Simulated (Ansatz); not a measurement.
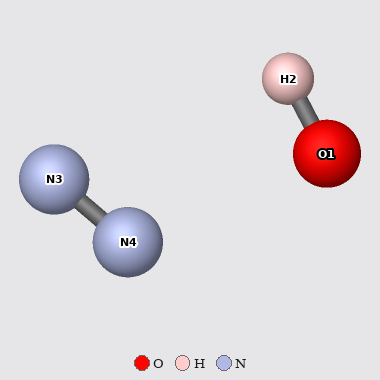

The system is the pair HO···N₂, charge −1; the picture shows the reference structure. 
- The turn is about an axis along (−0.94, −0.34, 0.02) in the frame of the relaxed pair, normal to the line between the partners.
- First axis: distance N4···O1. Second axis: turn of O1, H2 about its own atom O1.
- The grid has 15 × 15 points.
- Points are written as (first, second).
- All energies are given in kJ/mol relative to the lowest grid point.
- The calculation used RKS PBE-D4/def2-TZVPD in Ansatz 0.2.0.

Its coordinates:

```
atom    x (Å)    y (Å)    z (Å)
   O   0.1420  -0.4804  -1.3898
   H  -0.1913   0.4343  -1.3308
   N  -0.1436   0.4988   1.6007
   N   0.1929  -0.4528   1.1198
```

Range: distance N4···O1 from 2.109 to 4.709 Å; turn of O1, H2 about its own atom O1 from −180 to 156°.

Predict the map.

The lowest grid point is at (2.409 Å, −180°). The bottom of the well lies between grid points, at about (2.478 Å, −175°), about 0.39 kJ/mol lower on the interpolated surface. A higher local minimum lies near (2.559 Å, 12°) (2.7 kJ/mol above the lowest at that grid point). The highest grid point, (2.109 Å, −84°), lies 171.0 kJ/mol above the lowest. On the interpolated surface the easiest way out of the lowest well to the well at about (2.51 Å, 0°) passes a barrier of about 12 kJ/mol, counted from the interpolated bottom of the well. Round the minimum the valley is somewhat tilted: raising distance N4···O1 shifts the best value of the second coordinate upwards (coupling k₁₂/√(k₁₁k₂₂) about −0.2).

| second ↓, first → | 2.109 | 2.173 | 2.279 | 2.409 | 2.559 | 2.724 | 2.903 | 3.094 | 3.296 | 3.509 | 3.732 | 3.964 | 4.204 | 4.452 | 4.709 |
| --- | --- | --- | --- | --- | --- | --- | --- | --- | --- | --- | --- | --- | --- | --- | --- |
| 156 | 13.5 | 9.4 | 5.0 | 2.6 | 2.3 | 3.6 | 5.8 | 8.4 | 10.8 | 13.0 | 14.8 | 16.1 | 16.9 | 17.3 | 17.4 |
| 132 | 21.2 | 16.1 | 10.6 | 7.1 | 6.0 | 6.7 | 8.5 | 10.7 | 12.9 | 14.8 | 16.4 | 17.5 | 18.1 | 18.4 | 18.3 |
| 108 | 28.9 | 23.1 | 16.5 | 12.2 | 10.3 | 10.4 | 11.7 | 13.5 | 15.3 | 17.0 | 18.2 | 19.0 | 19.4 | 19.5 | 19.2 |
| 84 | 31.4 | 25.5 | 18.8 | 14.2 | 12.2 | 12.1 | 13.2 | 14.8 | 16.6 | 18.1 | 19.3 | 20.0 | 20.3 | 20.2 | 19.8 |
| 60 | 26.2 | 20.9 | 15.0 | 11.0 | 9.4 | 9.7 | 11.0 | 12.8 | 14.7 | 16.4 | 17.8 | 18.6 | 19.1 | 19.1 | 18.9 |
| 36 | 18.4 | 14.0 | 9.3 | 6.4 | 5.6 | 6.4 | 8.1 | 10.3 | 12.4 | 14.3 | 15.9 | 17.0 | 17.7 | 18.0 | 17.9 |
| 12 | 12.9 | 9.2 | 5.2 | 3.0 | 2.7 | 3.9 | 6.0 | 8.4 | 10.7 | 12.8 | 14.5 | 15.7 | 16.5 | 17.0 | 17.1 |
| −12 | 18.6 | 13.3 | 7.5 | 3.9 | 2.8 | 3.4 | 5.2 | 7.5 | 9.8 | 11.9 | 13.6 | 14.9 | 15.7 | 16.2 | 16.4 |
| −36 | 54.1 | 42.3 | 28.0 | 17.2 | 10.7 | 7.9 | 7.5 | 8.5 | 10.1 | 11.8 | 13.3 | 14.5 | 15.3 | 15.8 | 15.9 |
| −60 | 125.7 | 100.8 | 70.3 | 45.9 | 29.2 | 19.4 | 14.5 | 12.7 | 12.6 | 13.3 | 14.2 | 15.0 | 15.6 | 15.9 | 16.0 |
| −84 | 171.0 | 135.0 | 93.1 | 61.2 | 39.8 | 27.2 | 20.3 | 17.1 | 16.0 | 16.0 | 16.3 | 16.7 | 17.0 | 17.0 | 16.8 |
| −108 | 113.6 | 90.5 | 62.7 | 40.9 | 26.4 | 18.3 | 14.4 | 13.2 | 13.4 | 14.3 | 15.2 | 15.9 | 16.4 | 16.6 | 16.5 |
| −132 | 49.3 | 38.1 | 24.7 | 14.7 | 8.9 | 6.6 | 6.6 | 8.0 | 9.8 | 11.7 | 13.3 | 14.5 | 15.4 | 15.9 | 16.0 |
| −156 | 16.9 | 11.5 | 5.5 | 1.9 | 0.9 | 1.8 | 3.9 | 6.4 | 8.9 | 11.1 | 13.0 | 14.4 | 15.4 | 15.9 | 16.1 |
| −180 | 9.6 | 5.8 | 1.9 | 0.0 | 0.1 | 1.7 | 4.1 | 6.8 | 9.4 | 11.7 | 13.6 | 15.0 | 16.0 | 16.5 | 16.7 |

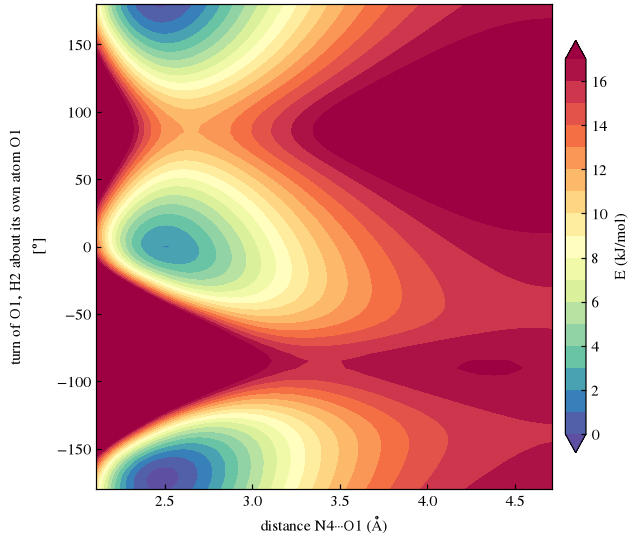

Drawn: filled contours, one colour for all values above the top of the scale. Between grid points the surface is interpolated.

The whole map (225 points run) took 21 min on 1 thread of Arm Neoverse N1, on a shared host.
